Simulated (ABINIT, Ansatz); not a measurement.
# ZnS (F-43m): modes at Γ and the response to a field, part 3 of 3

Which modes does ZnS (F-43m) have at the zone centre?

ABINIT 10.8.3; DFT LDA, scalar-relativistic, plane waves, PseudoDojo norm-conserving pseudopotentials.

So far. Step 5 (Linear response at Γ): The acoustic modes at Γ come out as far as 4.1 cm⁻¹ from zero, where they should vanish, a small numerical error; the Born charges miss their sum rule by 0.0013 e, which is good. Step 6 (Zone-centre analysis): The rule moves no optical mode by more than 0.1 cm⁻¹.

The database entry behind the starting cell differs from later determinations by our own check (about 0.1 % short), so it need not match the best structure at ambient conditions.

### 8. A second program

The same cell, potentials and cutoff go through another code, on another k mesh. Its k mesh is centred on Γ.

This step: DFT LDA, scalar-relativistic, plane waves, PseudoDojo norm-conserving pseudopotentials (Ansatz 0.2.0).

Contents of input.yaml:

```yaml
crystal:
  lattice:
    - [0.0, 2.6476308715, 2.6476308715]
    - [2.6476308715, 0.0, 2.6476308715]
    - [2.6476308715, 2.6476308715, 0.0]
  atoms:
    - { symbol: Zn, position: [0.25, 0.25, 0.25] }
    - { symbol: S, position: [0.0, 0.0, 0.0] }
kpoints:
  mp_grid: { grid: [8, 8, 8] }
hamiltonian:
  xc: lda
  pseudopotentials: { kind: nc, accuracy: standard }
scf:
  occupations: { method: fixed }
output:
  eigenvalues: true
basis:
  ecutwfc: 1034.033
phonons:
  method: dfpt
  dielectric: true
  rigid_motions: translations
```

Command:

```console
$ ansatz run input.yaml --threads 4 --pin off --max-ram 8192MiB --backend cpu --events-out ev --progress --plain --runs-dir out
```

Output:

```text
Warning: basis.ecutwfc = 1034.033 eV is below the records' recommended 1142.878222 eV, and the density's cutoff is lower with it unless basis.ecutrho_ratio is high enough to keep the records' density cutoff: compare with a run at a higher cutoff
Engine: ansatz 0.2.0, x86_64-unknown-linux-gnu
Pseudopotentials: kind: nc
Pseudopotential: Zn, nc, valence charge 20, recommended cutoff 1142.878222 eV (normal), Zn.nc.azcp (PseudoDojo's, or run here from an input of PseudoDojo's; its table is named by hamiltonian.pseudopotentials.accuracy)
Pseudopotential: S, nc, valence charge 6, recommended cutoff 734.707429 eV (normal), S.nc.azcp (PseudoDojo's, or run here from an input of PseudoDojo's; its table is named by hamiltonian.pseudopotentials.accuracy)
Functional definition: SPW92
  exchange = slater_x
  correlation = pw_c
Crystal: 2 atoms, lattice volume = 37.120 Å³
Basis set: ecut = 1034.033 eV, 2741 PW (Γ), exchange–correlation on 80×80×80 points (8 copies of the dense FFT grid, shifted against one another)
Bands: 17, of which v1, the nominal top of the filled ones, is band 13 counted from 1 (12 counted from 0)
Symmetry: 24 space group operations
k-points: 95 of 512 (irreducible under 4 space group operations, time reversal used)
Non-local potential: Zn, projectors of the file, l = 0: 2, l = 1: 2, l = 2: 2
Non-local potential: S, projectors of the file, l = 0: 2, l = 1: 2, l = 2: 2
Initial density: superposition of atomic densities (chi_scale 0.1, normalization cell, long waves kept (reshape's long-wave potential 0.00 eV rms))
Initial wavefunctions: pseudopotential atomic-orbital guess
Functional: x = slater, c = lda
SCF iter   1: F=—  HF=-5987.743452 eV  |F-HF|=—  |Δ(HF+E_count)|=         —  Δρ=4.72e-2  dr2=4.14e-1  ethr=3.10e-3  ⟨swp⟩=5.1  Hψ=7403  notcnv=0  defer=169
preconditioner: auto → none  [insulator: Δε(μ)=2.325 eV  Ē_g=12.872 eV  n_scr=14 (ndim 8)  ℏωp=25.9 eV  f_vac=0.018  ε∞_Penn≈5.0]
SCF iter   2: F=—  HF=-5987.626321 eV  |F-HF|=—  |Δ(HF+E_count)|=   1.17e-1  Δρ=1.62e-2  dr2=4.79e-2  ethr=1.59e-3  ⟨swp⟩=2.1  Hψ=3336  notcnv=0  defer=180
SCF iter   3: F=—  HF=-5987.614824 eV  |F-HF|=—  |Δ(HF+E_count)|=   1.15e-2  Δρ=7.77e-3  dr2=9.36e-3  ethr=1.84e-4  ⟨swp⟩=2.7  Hψ=2818  notcnv=0  defer=184
SCF iter   4: F=—  HF=-5987.612488 eV  |F-HF|=—  |Δ(HF+E_count)|=   2.34e-3  Δρ=1.07e-3  dr2=3.09e-4  ethr=3.60e-5  ⟨swp⟩=3.1  Hψ=3533  notcnv=0  defer=188
SCF iter   5: F=—  HF=-5987.612408 eV  |F-HF|=—  |Δ(HF+E_count)|=   8.03e-5  Δρ=2.62e-4  dr2=7.46e-6  ethr=1.19e-6  ⟨swp⟩=2.3  Hψ=2258  notcnv=0  defer=182
SCF iter   6: F=—  HF=-5987.612409 eV  |F-HF|=—  |Δ(HF+E_count)|=   1.65e-6  Δρ=3.00e-5  dr2=1.24e-7  ethr=2.87e-8  ⟨swp⟩=2.5  Hψ=2519  notcnv=0  defer=175
SCF iter   7: F=—  HF=-5987.612407 eV  |F-HF|=—  |Δ(HF+E_count)|=   2.73e-6  Δρ=4.26e-6  dr2=2.40e-9  ethr=4.75e-10  ⟨swp⟩=2.7  Hψ=2987  notcnv=0
SCF iter   8: F=-5987.612407 eV  HF=-5987.612407 eV  |F-HF|=9.09e-13  |Δ(HF+E_count)|=  5.56e-10  Δρ=2.33e-7  dr2=4.72e-12  ethr=1.00e-12  ⟨swp⟩=7.5  Hψ=11330  notcnv=0
SCF 1 converged in 8 iterations: F = -5987.612407 eV  dr2 = 4.72e-12
DFPT response loops at Γ: preconditioner auto → none (the input reference at scf.mixing.eps_inf says where Resta's filter doesn't serve); β = 0.50; Broyden in place of MSR1
── the response to a field inside a basis, on 8×8×8 k-points: an SCF that follows is theirs, and a resumed run solves both again ──
Bands: 14, of which v1, the nominal top of the filled ones, is band 13 counted from 1 (12 counted from 0)
k-points: 60 of 512 (irreducible under 6 space group operations, time reversal used)
Initial density: handed on by an earlier stage of this run
Initial wavefunctions: pseudopotential atomic-orbital guess (no wavefunctions were taken with the density)
Eigensolver: Dense (60 Hₖ)
SCF iter   1: F=—  HF=-5987.606096 eV  |F-HF|=—  |Δ(HF+E_count)|=         —  Δρ=4.40e-4  dr2=6.41e-6  ethr=1.00e-1
preconditioner: auto → none  [insulator: Δε(μ)=2.482 eV  Ē_g=10.090 eV  n_scr=14 (ndim 8)  ℏωp=25.9 eV  f_vac=0.074  ε∞_Penn≈7.6]
SCF iter   2: F=—  HF=-5987.606095 eV  |F-HF|=—  |Δ(HF+E_count)|=   1.15e-6  Δρ=2.07e-4  dr2=1.21e-6  ethr=2.47e-8
SCF iter   3: F=—  HF=-5987.606095 eV  |F-HF|=—  |Δ(HF+E_count)|=   5.99e-8  Δρ=5.31e-5  dr2=3.48e-7  ethr=4.67e-9
SCF iter   4: F=-5987.606095 eV  HF=-5987.606095 eV  |F-HF|=1.05e-9  |Δ(HF+E_count)|=   8.62e-8  Δρ=1.02e-5  dr2=3.79e-9  ethr=1.34e-9
SCF 1 converged in 4 iterations: F = -5987.606095 eV  dr2 = 3.79e-9
DFPT response loops at Γ: mixed as the last ones told, above
WARN: field response: ε∞ stands inside a basis, on 8×8×8 points; the force constants stand on the 8×8×8 k-mesh, whose period is 12.73 times the interband length at k = (0.0000, 0.0000, 0.0000), direct gap 2.129 eV, under 14: take them and everything formed from them as unconverged, and compare with a denser kpoints.mp_grid
SCF converged after 8 iterations
Free energy (F): -5987.612407 eV
Harris-Foulkes:  -5987.612407 eV  (|F-HF|=9.09e-13)
Internal energy: -5987.612407 eV  (E = F + TS)
E sigma→0 (E₀):  -5987.612407 eV
Fermi energy:    7.947095 eV
--- Per-component energies (eV) ---
  E_band       = -620.469230
  E_kinetic    = 2614.966877
  E_local      = -6131.783719  (includes V_loc(G=0)·N_el)
  E_nonlocal   = -1266.286184
  E_hartree    = 2464.902871
  E_xc         = -689.737841
  E_vxc        = -767.171927  (∫ρ·V_xc dr)
  E_ewald      = -2979.674412
  E_smearing   = -0.000000  (= −TS)
  E_closure    = -0.000000  (closes the sum)
  Σ components = -5987.612407   (vs F -5987.612407, Δ=0.00e0)
--- Band table (eV; the first three rows and the last of 95) ---
  k-point 0: bands = [... 9 lower, 1.7713, 7.9471, 7.9471, 7.9471, 10.0758, 14.1226, 14.1226, 14.1226]
  k-point 1: bands = [... 9 lower, 1.7690, 6.7445, 7.7797, 7.7797, 10.9174, 14.0604, 14.3977, 14.3977]
  k-point 2: bands = [... 9 lower, 1.7724, 4.8958, 7.4196, 7.4196, 11.3813, 14.7895, 14.7895, 14.8271]
  k-point 94: bands = [... 9 lower, 2.2461, 2.9717, 4.8383, 4.9363, 13.4559, 14.1060, 15.7408, 15.9131]
--- Phonons (Γ-DFPT): 2 representative perturbations + reference, on 95 of 512 k-points (Σ response iterations 6) ---
  k mesh reduced under 4 symmetry operations, with k and −k counted as one. Each operation leaves every solved perturbation unchanged. A smaller set is not considered because the run solves the response to a homogeneous field
  ASR residual: 2.897e-4 → 0.000e0 eV/Å²; symmetrization residual: 3.642e-6 eV/Å²
  ASR residual per site (eV/Å²): 2.90e-4 1.45e-4
  Γ frequencies (cm⁻¹): 0.00 0.00 0.00 291.85 291.85 291.85
  ε∞ (high-frequency dielectric tensor):
        6.213269    -0.000000     0.000000
       -0.000000     6.213269     0.000000
        0.000000     0.000000     6.213269
  ε⁰ (static dielectric tensor: ions relaxed, cell fixed):
        8.843169     0.000000    -0.000000
        0.000000     8.843169     0.000000
       -0.000000     0.000000     8.843169
  ε⁰ − ε∞ (ionic part):
        2.629900     0.000000    -0.000000
        0.000000     2.629900     0.000000
       -0.000000     0.000000     2.629900
  softest optical mode at Γ: 291.85 cm⁻¹; the repairs (sum rule, projections) moved no ω² at Γ by more than (1.19 cm⁻¹)²
  Born effective charges Z* (e; rows j = field, columns β = displacement):
    site 0:
         1.90660    0.00000   -0.00000
         0.00000    1.90660    0.00000
        -0.00000    0.00000    1.90660
    site 1:
        -1.90660   -0.00000    0.00000
        -0.00000   -1.90660   -0.00000
         0.00000   -0.00000   -1.90660
  Z* charge neutrality: 1.932e-3 e pre-enforcement
  solved inside a basis spanned on kpoints, on 8×8×8 k-points, its susceptibility summed on 12×12×12: ε∞ is read to err by 1.7e-2, Z* by 2.2e-2 e (field_mesh: kpoints solves on kpoints); Z* is corrected for what the basis lacks
  optical modes at Γ without the LO–TO term, one row a degenerate level:
      ω (cm⁻¹)  modes    IR ((D/Å)²/amu)
        291.85      3            11.6959
  optical modes at Γ + LO–TO along q̂ = [1.0000, 0.0000, 0.0000]:
      ω (cm⁻¹)  modes    IR ((D/Å)²/amu)
        291.85      2             7.7973
        348.18      1             3.8986
  optical modes at Γ + LO–TO along q̂ = [0.0000, 1.0000, 0.0000]:
      ω (cm⁻¹)  modes    IR ((D/Å)²/amu)
        291.85      2             7.7973
        348.18      1             3.8986
  optical modes at Γ + LO–TO along q̂ = [0.0000, 0.0000, 1.0000]:
      ω (cm⁻¹)  modes    IR ((D/Å)²/amu)
        291.85      2             7.7973
        348.18      1             3.8986
```

Elapsed: 34 s, on 4 threads of Intel Xeon at 2.70GHz, shared host; peak memory 0.97 GiB; 2 min of CPU time.

Numbers from this step:

* sum-rule residual before enforcement: 2.90e-4 eV/Å²
* miss of the charge sum rule: 0.001932 e
* estimated error of the dielectric tensor: 0.01658
* estimated error of the Born charges: 0.02207 e
* highest optical zone-centre mode (no LO-TO term): 291.9 cm⁻¹
* lowest optical zone-centre mode: 291.9 cm⁻¹
* mean high-frequency dielectric constant: 6.213
* mean static dielectric constant: 8.843
* highest mode moved by the LO-TO term: 348.2 cm⁻¹

Transverse modes. Infrared lines, with heights relative to the strongest:

```
position (cm⁻¹)  label  IR intensity ((D/Å)²/amu), degenerate modes summed, relative
            292     T2                                                           100
```

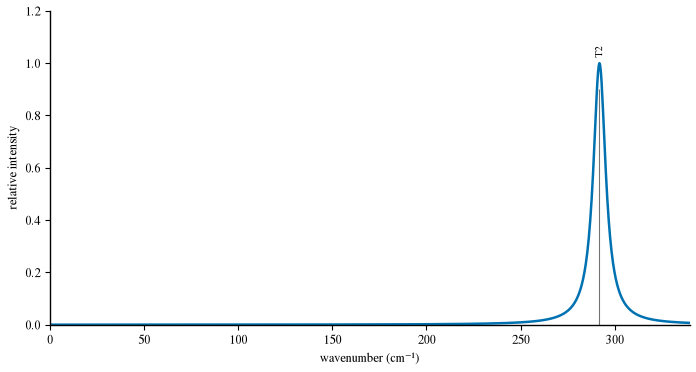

The infrared spectrum, broadened with Lorentzians of width 8 cm⁻¹; bars mark the lines.

The log warns that the force constants on this k mesh are to be taken as unconverged.

### 9. Side by side: ABINIT PseudoDojo and Ansatz, PseudoDojo

Worked out from the results:

* root-mean-square difference: 0.02 cm⁻¹
* largest difference: 0.02 cm⁻¹

Frequencies side by side, by row:

```
q (reciprocal lattice)  mode  ABINIT PseudoDojo (cm⁻¹)  Ansatz, PseudoDojo (cm⁻¹)
                 0 0 0     1                         0                          0
                 0 0 0     2                         0                          0
                 0 0 0     3                         0                          0
                 0 0 0     4                     291.8                      291.9
                 0 0 0     5                     291.8                      291.9
                 0 0 0     6                     291.8                      291.9
```

The two runs side by side. Further quantities:

```
                                                                               quantity  ABINIT PseudoDojo  Ansatz, PseudoDojo
                                                                                mean ε∞              6.215               6.213
largest Born charge in size (e; the first before, the second after the charge sum rule)              1.907               1.907
                                                       summed IR intensity ((D/Å)²/amu)               11.7                11.7
```

At the zone centre the largest difference (acoustic modes at Γ apart) is 0.007 % of the highest mode.

### 10. Outcome

| Quantity | Value |
| --- | --- |
| space group after relaxation | F-43m |
| volume per atom | 18.6 Å³ |
| highest optical zone-centre mode (no LO-TO term) | 291.8 cm⁻¹ |
| highest mode moved by the LO-TO term | 348.1 cm⁻¹ |
| mean high-frequency dielectric constant | 6.21 |
| largest Born charge in size (third of the trace) | 1.91 e |
| mean static dielectric constant | 8.84 |
| imaginary optical modes at the zone centre (no q mesh in this session) | none |
| largest difference from Ansatz, PseudoDojo | 0.02 cm⁻¹ |

At the LDA level the optical modes of ZnS (F-43m) at the zone centre (no LO-TO term) lie at 292 cm⁻¹. The base run prints -0.45 GPa, mostly the error of a finite basis; the relaxation, with a smoothed and higher cutoff, had brought the cell to rest. Along the directions run, the highest mode that the macroscopic field moves lies at 348 cm⁻¹. Lattice motion raises the mean dielectric constant from 6.215 to 8.845. The Born charge of S is -1.906 e against a formal charge of -2, close to the ionic value. The Lyddane-Sachs-Teller relation holds: (ωLO/ωTO)² is 1.42 and ε₀/ε∞ is 1.42. ABINIT PseudoDojo and Ansatz, PseudoDojo agree to 0.02 cm⁻¹ (0.007 % of the highest mode compared) on all solved modes but the acoustic ones at Γ, without the LO-TO term. These are harmonic frequencies at zero temperature: anharmonic shifts and linewidths and thermal expansion are left out. Ansatz warns that the cutoff lies 10 % under the one recommended for these files; agreement at one cutoff is not convergence. Ansatz's log warns that force constants on this k mesh are to be taken as unconverged.

[Host names and launcher messages were left out of these logs when they were recorded.]

[Logs are printed without paths, hosts, clocks, repeated set-up lines and the standing remarks that a program may print on its own settings, such as how far it seeks lower states.]

[Hosts, paths, dates, database ids (printed as entryN), source tags and the programs' standing remarks are cut or masked in the printed files.]
